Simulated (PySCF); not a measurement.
Run report: Si₆H₁₂O, excited-state calculation

System: Si₆H₁₂O, SMILES [SiH3]O[SiH]1[SiH2][SiH2][SiH2][SiH2]1.
Method: TDDFT CAM-B3LYP/def2-SVPD, vertical, gas phase, core orbitals frozen in the response (PySCF 2.14.0).

The geometry comes from this level: PBE0-D3(BJ)/def2-SVP. It belongs to a series of runs on one base structure; here: H on Si replaced by OSiH3.

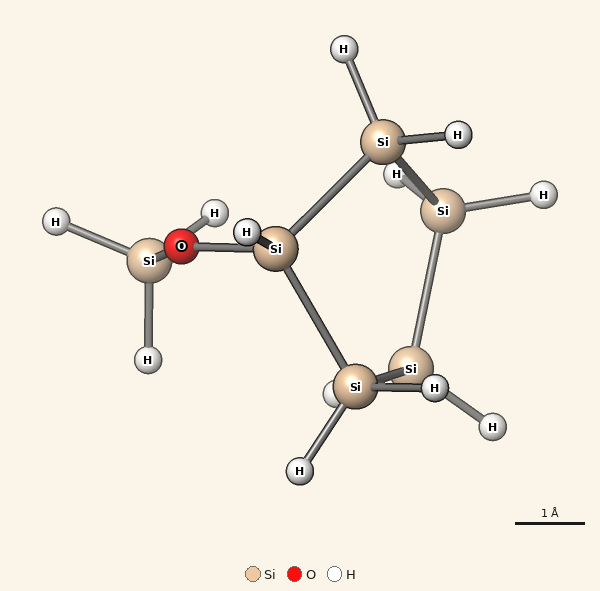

Fig. 1: The structure as given in the input (ball-and-stick view, seen on its broad side).

## Key numbers

| quantity | value |
| --- | --- |
| outcome | converged |
| total energy | −1818.869047 hartree |
| HOMO | −8.47 eV |
| LUMO | −0.28 eV |
| dipole moment | 0.26 D |
| mean polarisability | 172.62 a.u. |
| vertical ionisation energy | 8.96 eV |
| vertical electron affinity | −0.19 eV |
| lowest singlet excitation | 4.97 eV |
| hardware | 1 CPU thread, shared host |
| wall time | 9.1 min |
| peak memory | 1.3 GiB |

## Input file
```
{"job": {"kind": "uv", "xc": "CAM-B3LYP", "basis": "def2-SVPD", "ip": true, "dynamic": true}, "charge": 0, "multiplicity": 1}
Si    -2.329752     0.382578     1.326447
O     -2.218053     0.096015    -0.304713
Si    -1.065690    -0.138723    -1.492440
Si     0.286338    -1.994033    -0.952844
Si     1.702138    -1.199829     0.762157
Si     1.670225     1.159497     0.566141
Si     0.524726     1.598250    -1.444138
H     -1.991121     1.806011     1.625335
H     -3.723294     0.092933     1.762839
H     -1.374505    -0.503222     2.063545
H     -1.782654    -0.279228    -2.793841
H      1.132694    -2.312292    -2.148685
H     -0.482667    -3.214123    -0.555056
H      3.092289    -1.731604     0.605911
H      1.183590    -1.604896     2.106137
H      3.044550     1.748978     0.594960
H      0.882147     1.729504     1.705592
H     -0.045708     2.979349    -1.508478
H      1.467059     1.392990    -2.592020
```

The first line tells a small driver script what to run in PySCF; the rest is the geometry in Å.

Run as:
```bash
OMP_NUM_THREADS=1 python <driver script> task.json out
```

## The program's output
```
coarse grid: 18272 points
cycle   1  E = -1818.5160444869  dE =  4.850e-02  |g| = 7.374e-01  |ddm| = 5.257e+00
cycle   2  E = -1818.3911835425  dE =  1.249e-01  |g| = 1.116e+00  |ddm| = 1.861e+00
cycle   3  E = -1818.6299503800  dE = -2.388e-01  |g| = 5.862e-02  |ddm| = 1.065e+00
cycle   4  E = -1818.6308996570  dE = -9.493e-04  |g| = 2.421e-02  |ddm| = 1.900e-01
cycle   5  E = -1818.6311098738  dE = -2.102e-04  |g| = 4.812e-03  |ddm| = 5.651e-02
cycle   6  E = -1818.6311197249  dE = -9.851e-06  |g| = 7.960e-04  |ddm| = 1.404e-02
final grid: 147232 points
cycle   7  E = -1818.8690468050  dE = -9.684e-06  |g| = 6.944e-04  |ddm| = 4.363e-02
cycle   8  E = -1818.8690470020  dE = -1.970e-07  |g| = 3.113e-04  |ddm| = 5.125e-03
cycle   9  E = -1818.8690470203  dE = -1.827e-08  |g| = 2.059e-04  |ddm| = 7.561e-04
cycle  10  E = -1818.8690470287  dE = -8.459e-09  |g| = 6.424e-05  |ddm| = 3.327e-04
cycle  11  E = -1818.8690470298  dE = -1.083e-09  |g| = 9.855e-06  |ddm| = 1.218e-04
cycle  12  E = -1818.8690470299  dE = -5.502e-11  |g| = 3.237e-06  |ddm| = 3.529e-05
```

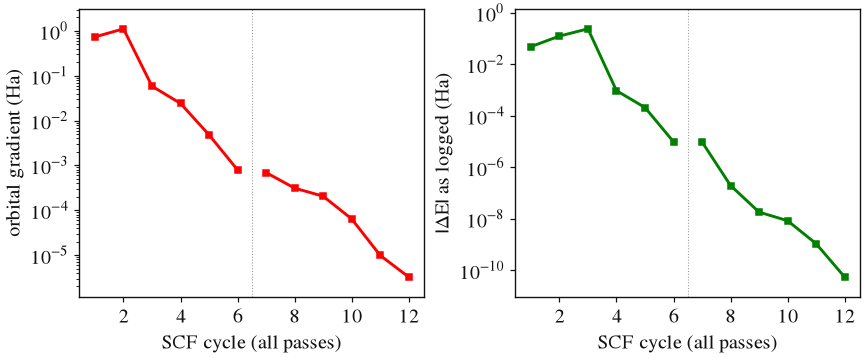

Fig. 2: Convergence of the self-consistent field: orbital gradient and size of the energy change against the SCF cycle. The dotted line marks the change from a coarse to the final integration grid. The first 6 cycles use a coarse grid, the final grid takes over at cycle 7, and the field converges after 12 cycles in all.

```
converged SCF energy = -1818.8690470299

Static polarisability (au): isotropic 172.619, principal 157.817 179.872 180.167

Singlet excitations
state   eV       nm        f      main configurations
  1   4.9712    249.4   0.00553   H->L 0.95
  2   5.5266    224.3   0.00519   H-1->L 0.90
  3   6.1902    200.3   0.00104   H->L+1 0.56, H-3->L 0.20, H->L+2 0.09
  4   6.2152    199.5   0.00494   H-2->L 0.74, H-3->L 0.15
  5   6.3006    196.8   0.00644   H-3->L 0.48, H->L+2 0.17, H->L+1 0.11
  6   6.4190    193.2   0.00237   H->L+2 0.50, H->L+1 0.18, H->L+4 0.14
  7   6.5259    190.0   0.02168   H->L+3 0.27, H->L+4 0.25, H->L+1 0.09
  8   6.5696    188.7   0.00895   H-1->L+1 0.45, H->L+4 0.13, H->L+5 0.11
  9   6.6599    186.2   0.01247   H->L+4 0.26, H->L+5 0.19, H->L+6 0.15
 10   6.7034    185.0   0.04603   H->L+5 0.37, H-1->L+1 0.23, H->L+3 0.14

Triplet excitations (Tamm-Dancoff, eV): 4.5809 5.2029 5.5569 5.5856
Vertical ionisation energy (delta-SCF) = 8.9636 eV
Vertical electron affinity (delta-SCF) = -0.1879 eV
```

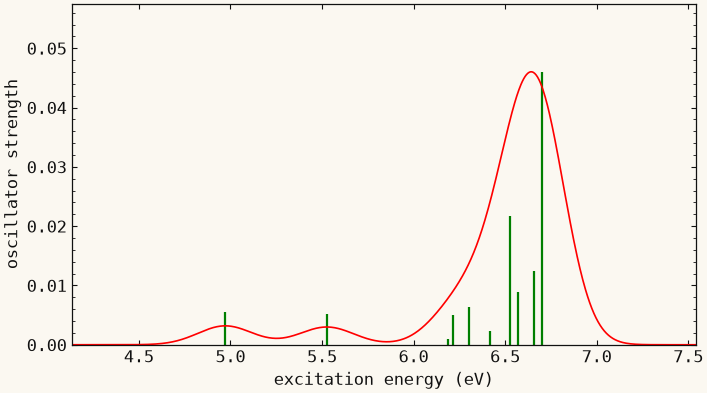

Fig. 3: Computed excitations as sticks (degenerate states added up, dark ones marked on the axis), with a Gaussian envelope of 0.35 eV full width at half maximum, scaled to the tallest. Of the 10 states the lowest lies at 4.97 eV (f = 0.006); the strongest line is at 6.70 eV, or 185 nm (f = 0.046).

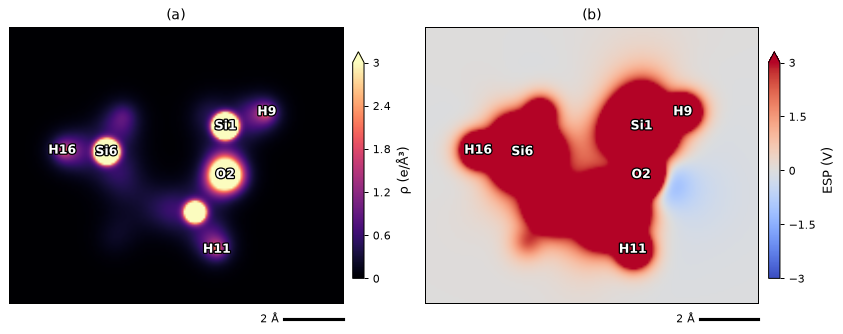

Fig. 4: (a) electron density; (b) electrostatic potential on the plane of atoms O2, Si1 and H9. Atoms in the plane: Si, O and H. Si–O (1.66 Å): ρ is about 1 e/Å³ halfway. Si–H (1.49 Å): ρ is about 0.78 e/Å³ halfway.

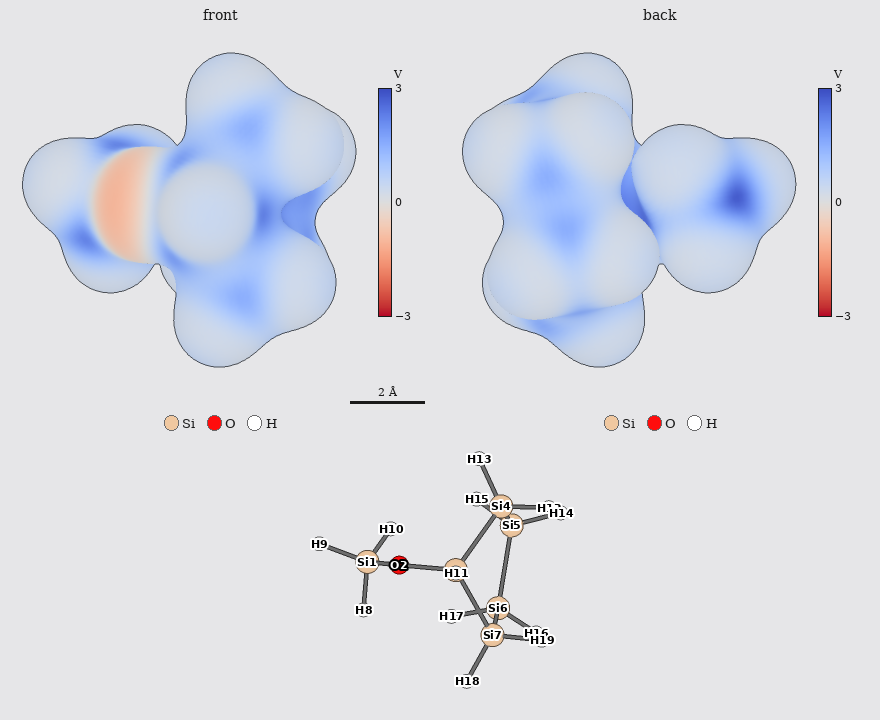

Fig. 5: The molecular electrostatic potential painted on the density surface at 0.004 e/bohr³, seen at a tilt and from behind; the colour scale runs from red (negative) to blue (positive). The bare structure is drawn below in the same view. A positive charge is drawn to the negative regions and a negative charge to the positive ones.
